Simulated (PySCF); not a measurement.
# [NH3]+ (SMILES [NH3+]): UMP2/SBKJC (core potential)

Aim: the vertical doublet–quartet gap of [NH3]+ at UMP2/SBKJC (core potential), from 2 runs. The job is set up through a Python script.

The results are computed with PySCF 2.14.0.

12 further runs of the same task are left out: 1 that didn't finish, 11 set aside as unsound or not needed.

## Step 1: The molecule

[NH3]+ has 4 atoms, charge +1, and is taken as a doublet. SMILES: `[NH3+]`. The shape is that of a GFN2-xTB optimisation.

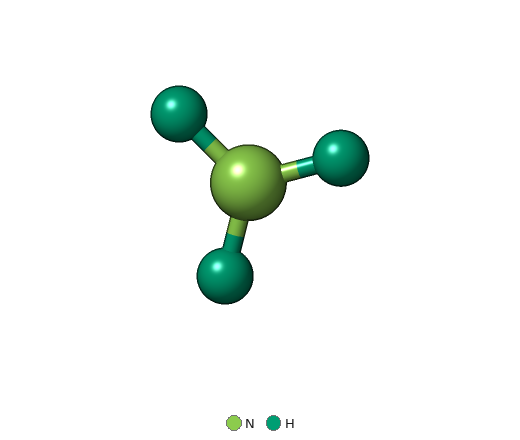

The structure, seen from a chosen angle (nitrogen green, hydrogen teal).

## Step 2: The energy at UMP2/SBKJC (core potential)

Input file job.py:

```python
from pyscf import gto, scf, mp

mol = gto.M(
    atom='''
N        0.000140      -0.000820      -0.000330
H        0.510700      -0.238750       0.859300
H       -0.995460      -0.239520      -0.089810
H        0.484620       0.479080      -0.769160
''',
    basis='sbkjc',
    max_memory=1860,
    spin=1,
    verbose=3,
    ecp={'N': 'sbkjc'},
    charge=1,
)

mf = scf.UHF(mol)
mf.conv_tol = 1e-10
mf.kernel()
if not mf.converged:
    mf = mf.newton().run(mf.mo_coeff, mf.mo_occ)

pt = mp.MP2(mf).run()
etot = pt.e_tot
print('Final energy', etot)
```

On the command line:

```bash
$ OMP_NUM_THREADS=1 python job.py
```

Log:

```text
converged SCF energy = -11.0888075854654  <S^2> = 0.76099611  2S+1 = 2.010966
E(UMP2) = -11.1637167261001  E_corr = -0.0749091406347506
E(SCS-UMP2) = -11.1675874488714  E_corr = -0.0787798634060698
Final energy -11.163716726100116
```

It took 0.63 s on 1 thread of Arm Neoverse V2, shared host; peak memory 0.12 GiB.

## Step 3: The quartet

Input file geometry.xyz:

```xyz
4

N      0.000140    -0.000820    -0.000330
H      0.510700    -0.238750     0.859300
H     -0.995460    -0.239520    -0.089810
H      0.484620     0.479080    -0.769160
```

Input file input.py:

```python
from pyscf import gto, scf, mp

system = gto.Mole()
system.atom = 'geometry.xyz'
system.spin = 3
system.charge = 1
system.basis = 'sbkjc'
system.ecp = {'N': 'sbkjc'}
system.max_memory = 1860
system.verbose = 4
system.build()

hf = scf.UHF(system)
hf.conv_tol = 1e-10
hf.kernel()
if not hf.converged:
    hf = hf.newton().run(hf.mo_coeff, hf.mo_occ)

pt = mp.MP2(hf).run()
e_final = pt.e_tot
print('E = %.10f Eh' % e_final)
```

On the command line:

```bash
$ OMP_NUM_THREADS=1 python input.py
```

Log:

```text
PySCF version 2.14.0

[INPUT] num. atoms = 4
[INPUT] num. electrons = 7
[INPUT] charge = 1
[INPUT] spin (= nelec alpha-beta = 2S) = 3
[INPUT] symmetry False subgroup None
[INPUT] Mole.unit = angstrom
[INPUT] Symbol           X                Y                Z      unit          X                Y                Z       unit  Magmom
[INPUT]  1 N      0.000140000000  -0.000820000000  -0.000330000000 AA    0.000264561657  -0.001549575422  -0.000623609621 Bohr   0.0
[INPUT]  2 H      0.510700000000  -0.238750000000   0.859300000000 AA    0.965083131815  -0.451172112240   1.623841658839 Bohr   0.0
[INPUT]  3 H     -0.995460000000  -0.239520000000  -0.089810000000 AA   -1.881146767960  -0.452627201356  -0.169716303247 Bohr   0.0
[INPUT]  4 H      0.484620000000   0.479080000000  -0.769160000000 AA    0.915799074487   0.905329991757  -1.453501745970 Bohr   0.0

nuclear repulsion = 8.61547113591392
number of shells = 10
number of NR pGTOs = 25
number of NR cGTOs = 14
basis = sbkjc
ecp = {'N': 'sbkjc'}

[... 19 lines left out ...]
[... the frontier-level lines of each cycle are left out ...]
[... 7 lines left out ...]
[... 11 lines left out ...]
[... 11 lines left out ...]
[... 11 lines left out ...]
[... 11 lines left out ...]
[... 11 lines left out ...]
[... 11 lines left out ...]
[... 5 lines left out ...]

cycle= 15 E= -10.5335643403309  delta_E= -1.63e-08  |g|= 3.15e-05  |ddm|= 0.00535


cycle= 16 E= -10.5335643422981  delta_E= -1.97e-09  |g|= 8.31e-06  |ddm|= 0.000546


cycle= 17 E= -10.5335643424709  delta_E= -1.73e-10  |g|= 2.2e-06  |ddm|= 0.000287


cycle= 18 E= -10.5335643424831  delta_E= -1.22e-11  |g|= 4.96e-07  |ddm|= 5.29e-05


Extra cycle  E= -10.5335643424836  delta_E= -4.87e-13  |g|= 2.83e-07  |ddm|= 5.53e-06
converged SCF energy = -10.5335643424836  <S^2> = 3.7557588  2S+1 = 4.0028784

******** <class 'pyscf.mp.ump2.UMP2'> ********
nocc = (np.int64(5), np.int64(2)), nmo = (14, 14)
E(UMP2) = -10.5936730185765  E_corr = -0.0601086760928911
E(SCS-UMP2) = -10.5956105726205  E_corr = -0.0620462301368777
E_corr(same-spin) = -0.0116355936629904
E_corr(oppo-spin) = -0.0484730824299007
E = -10.5936730186 Eh
```

It took 0.64 s on 1 thread of Arm Neoverse V2, shared host; peak memory 0.12 GiB.

## Step 4: Outcome

Level: UMP2/SBKJC (core potential).

```
                                                           quantity         value
                                              doublet: total energy  -11.16372 Eh
doublet: HOMO energy (Hartree–Fock orbitals) (highest over α and β)     -24.94 eV
 doublet: LUMO energy (Hartree–Fock orbitals) (lowest over α and β)      -6.65 eV
                                        doublet: correlation energy     -74.9 mEh
                         doublet: ⟨S²⟩ of the reference determinant         0.761
                                              quartet: total energy  -10.59367 Eh
quartet: HOMO energy (Hartree–Fock orbitals) (highest over α and β)     -11.69 eV
                                        quartet: correlation energy     -60.1 mEh
                         quartet: ⟨S²⟩ of the reference determinant         3.756
                   vertical energy of the quartet above the doublet     15.512 eV
```

At this shape the quartet lies 15.51 eV (358 kcal/mol) above the doublet. Mulliken charges (quartet) of the mean-field density run from +0.08 on H2 to +0.46 on N1; they depend strongly on the basis.
